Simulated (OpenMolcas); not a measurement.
# SOF2 (thionyl fluoride): TPSS0/def2-SVPD

Aim: the vertical electron affinity of SOF2 (thionyl fluoride) at TPSS0/def2-SVPD, from 2 runs. 

The calculation is run with OpenMolcas 26.06.

### Step 1. Starting point

SOF2: 4 atoms, total charge 0, spin state singlet. SMILES: `O=S(F)F`. The shape is that of a PBE0-D4/def2-TZVP optimisation.

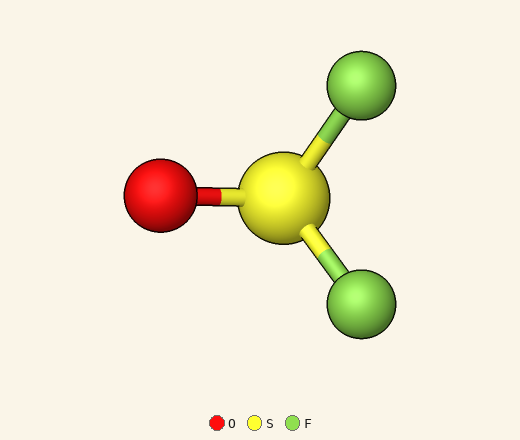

Viewed from a chosen angle; oxygen red, sulfur yellow, fluorine green.

### Step 2. A single-point energy at TPSS0/def2-SVPD

job.input reads:

```
&GATEWAY
BASLIB = $CurrDir
COORD
4
angstrom
O        0.932400       0.066600      -1.017800
S       -0.151300      -0.426200      -0.245700
F       -1.124400       0.804200       0.000400
F        0.343300      -0.444600       1.263100
BASIS = def2-SVPD
GROUP = NoSym
&SEWARD
&SCF
KSDFT = HYB_MGGA_XC_TPSS0
PRORBITALS = 1 1
```

The basis set def2-SVPD is read from a file made from the Basis Set Exchange's data (not shown).

Launch:

```bash
export MOLCAS_MEM=1860
pymolcas job.input > job.log
```

The log of the run:

```text
--- Start Module: gateway ---
[...]
--- Stop Module: gateway /rc=_RC_ALL_IS_WELL_ ---
--- Start Module: seward ---
[...]
      Basis functions           96
--- Stop Module: seward /rc=_RC_ALL_IS_WELL_ ---
[...]
--- Start Module: scf ---
[...]
       Convergence after  13 Iterations
[...]
::    Total KS-DFT energy                            -672.6892191684
[...]
      Total spin, S                                     0.0000000000
[...]
      Total electronic charge=   42.000000
      Total            charge=   -0.000000
[...]
      Dipole Moment (debye):
      Origin of the operator (angstrom)=   -0.0554   -0.0666   -0.0015
                   X= -1.1186E+00               Y= -1.2806E+00               Z=  3.3262E-02           Total=  1.7007E+00
      Quadrupole Moment (debye*angstrom):
[...]
--- Stop Module: scf /rc=_RC_ALL_IS_WELL_ ---
[...]
```

Run time: 14 s. Hardware: 1 thread of Arm Neoverse V1, shared host; peak memory 0.53 GiB.

### Step 3. The doublet anion at the same level

job.input reads:

```
&gateway
  baslib
  $CurrDir
  coord
  4
  angstrom
  O        0.932400       0.066600      -1.017800
  S       -0.151300      -0.426200      -0.245700
  F       -1.124400       0.804200       0.000400
  F        0.343300      -0.444600       1.263100
  basis
  def2-SVPD
  group
  NoSym

&seward

&scf
  uhf
  charge
  -1
  spin
  2
  ksdft
  HYB_MGGA_XC_TPSS0
  prorbitals
  1 1
```

The basis set def2-SVPD is read from a file made from the Basis Set Exchange's data (not shown).

Launch:

```bash
export MOLCAS_MEM=1860
pymolcas job.input > job.log
```

The log of the run:

```text
--- Start Module: gateway ---
[...]
--- Stop Module: gateway /rc=_RC_ALL_IS_WELL_ ---
--- Start Module: seward ---
[...]
      Basis functions           96
--- Stop Module: seward /rc=_RC_ALL_IS_WELL_ ---
[...]
--- Start Module: scf ---
[...]
       Convergence after  18 Iterations
[...]
::    Total KS-DFT energy                            -672.6602086654
[...]
      Total spin, S                                     0.5016111795
[...]
      Total electronic charge=   43.000000
      Total            charge=   -1.000000
[...]
      Dipole Moment (debye):
      Origin of the operator (angstrom)=   -0.0554   -0.0666   -0.0015
                   X= -2.7139E-01               Y=  1.1080E+00               Z=  1.4120E+00           Total=  1.8152E+00
      Center of Charge (angstrom)
[...]
--- Stop Module: scf /rc=_RC_ALL_IS_WELL_ ---
[...]
```

It took 23 s on 1 thread of Arm Neoverse V1, shared host; peak memory 0.53 GiB.

### Step 4. What came out

Level: TPSS0/def2-SVPD.

| quantity | value |
| --- | --- |
| singlet SOF2: total energy | -672.68922 Eh |
| singlet SOF2: dipole moment | 1.70 D |
| singlet SOF2: HOMO energy | -9.94 eV |
| singlet SOF2: LUMO energy | -1.35 eV |
| singlet SOF2: HOMO–LUMO gap | 8.59 eV |
| doublet anion: total energy | -672.66021 Eh |
| doublet anion: HOMO energy (highest over α and β) | 2.66 eV |
| doublet anion: LUMO energy (lowest over α and β) | 4.60 eV |
| doublet anion: ⟨S²⟩ | 0.753 |
| vertical electron affinity (to the doublet anion) | -0.789 eV |

This program's gradients are faulty for this kind of reference, so any forces in the log (doublet anion) can't be trusted; the energy can. The anion lies 0.79 eV (76.2 kJ/mol) above the neutral: the electron isn't bound at this level, and such a value depends on the basis. Mulliken charges (singlet SOF2) run from -0.57 on O1 to +1.40 on S2; in a basis this large or diffuse they mean little. The HOMO (doublet anion) lies at positive energy, 2.66 eV; only total energies tell whether the electron is bound.
